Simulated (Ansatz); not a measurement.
# C₃H₁₃N₃Si (SiH(NHMe)3): what the fields show

Input

```
crystal:
  periodic: [false, false, false]
  atoms:
    - {symbol: Si, position_ang: [0.195623, -0.228288, 0.211744]}
    - {symbol: H, position_ang: [-0.094093, -0.392072, 1.674268]}
    - {symbol: N, position_ang: [1.808306, -0.035232, -0.375404]}
    - {symbol: C, position_ang: [2.623119, 1.159232, -0.310689]}
    - {symbol: H, position_ang: [2.340045, -0.891789, -0.502550]}
    - {symbol: H, position_ang: [3.169039, 1.341538, -1.255395]}
    - {symbol: H, position_ang: [1.971438, 2.028591, -0.134306]}
    - {symbol: H, position_ang: [3.372568, 1.139692, 0.505394]}
    - {symbol: N, position_ang: [-0.590403, 1.269356, -0.172613]}
    - {symbol: C, position_ang: [-1.730687, 1.838139, 0.513291]}
    - {symbol: H, position_ang: [-0.433466, 1.659944, -1.098533]}
    - {symbol: H, position_ang: [-2.698649, 1.652257, 0.005711]}
    - {symbol: H, position_ang: [-1.808319, 1.401481, 1.522050]}
    - {symbol: H, position_ang: [-1.632581, 2.931494, 0.645190]}
    - {symbol: N, position_ang: [-0.282258, -1.751464, -0.465542]}
    - {symbol: C, position_ang: [-1.321252, -2.617907, 0.047933]}
    - {symbol: H, position_ang: [-0.060544, -1.918051, -1.444134]}
    - {symbol: H, position_ang: [-1.043692, -3.685603, -0.025990]}
    - {symbol: H, position_ang: [-1.483263, -2.404976, 1.117041]}
    - {symbol: H, position_ang: [-2.300922, -2.496342, -0.457466]}
basis:
  gaussian: {orbitals: def2-TZVP, initial_orbitals: start.molden}
hamiltonian: {xc: pbe0, dispersion: d4}
scf: {omitted_lower_state_checks: [starts]}
output: {orbitals: {seedname: orbitals}}
```

Command:

```sh
ansatz run in.yaml --threads 4 --pin off --events-out ev --progress --plain --max-ram 4787MiB
```

Geometry: r2SCAN-D4/def2-SVP.

Level of theory: RKS PBE0-D4/def2-TZVP (Ansatz 0.2.0).

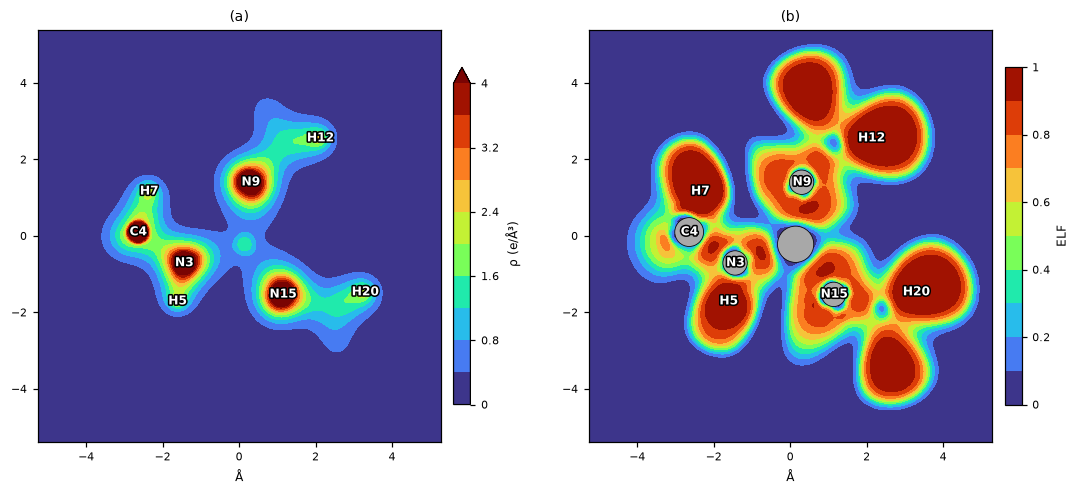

Figure 1. (a) total electron density; (b) ELF on the plane of atoms C4, N3 and H5. Grey discs cover the atomic cores in the ELF map.

**Read the bonding off the picture.**

Atoms in the plane: N, C and H.
C–N (1.45 Å): the density is about 1.9 e/Å³ at the midpoint; the ELF peaks at about 0.90 between the atoms (a shared electron pair).
N–H (1.02 Å): the density is about 2.8 e/Å³ at the midpoint; the ELF climbs to about 1 towards the hydrogen, as it does in any bond to H; an ordinary covalent bond to hydrogen.
C–H (1.10 Å): ρ is about 2 e/Å³ halfway; the ELF climbs to about 1 towards the hydrogen; a covalent bond by its length.
The ELF also peaks beside N15 and N9, away from the bonds: lone-pair regions.

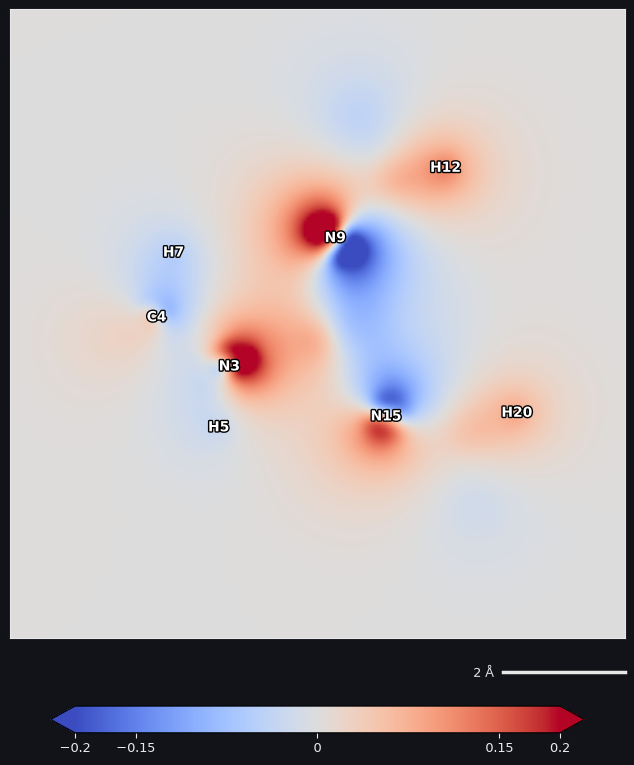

Figure 2. The HOMO−1 on the plane of atoms C4, N3 and H5 (values in Å⁻³ᐟ²; the overall sign is arbitrary).

**Where does this orbital lie, and at what energy?**

It lies mainly on N3 (about 50 %), Si1 (about 10 %) and C4 (about 10 %). Its energy is −6.53 eV.

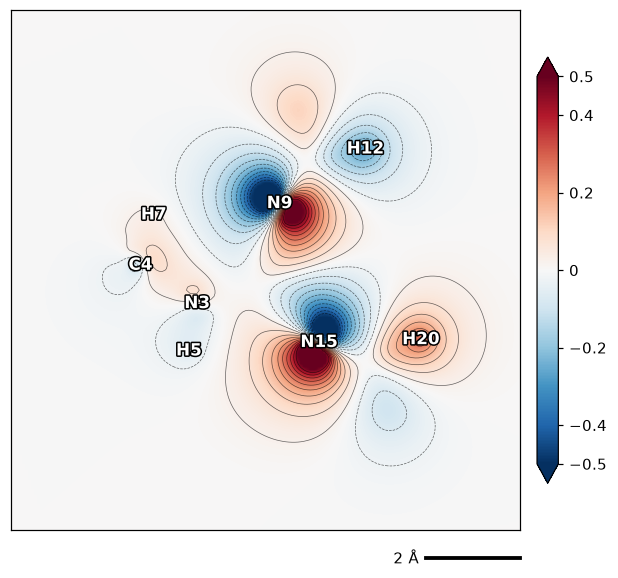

Figure 3. The HOMO on the plane of atoms C4, N3 and H5 (values in Å⁻³ᐟ²; the overall sign is arbitrary).

**What is the character of this orbital?**

Its weight (Hirshfeld) is mainly on N15 (about 30 %) and N9 (about 30 %). Its energy is −6.18 eV.
